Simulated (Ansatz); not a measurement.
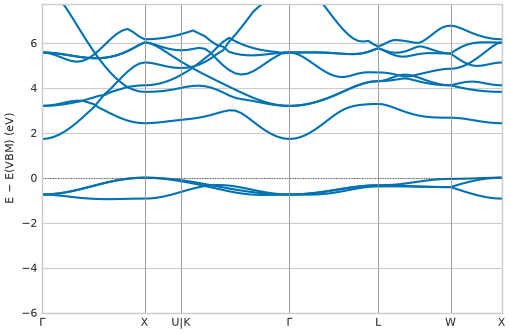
Band structure from the program Ansatz at the LDA level (PAW)

Task: Read off the gap and where the band edges lie.

Result: About 1.7 eV (1.72 eV by a search for the band edges); maximum at X, minimum at Γ.

The material is Cs$_{2}$Se (anti-fluorite, Fm-3m).

The first step of the workflow began from a Materials Project structure, measured or hypothetical; the Crystallography Open Database copy checked does not list it. Its standing as an ambient phase is unchecked. Symmetry was held in the LDA relaxation; phonons on a q-mesh show no instability. Scalar-relativistic: spin–orbit coupling is off unless named, which matters more the heavier the elements.

Potentials: the later of the program's two PAW sets.
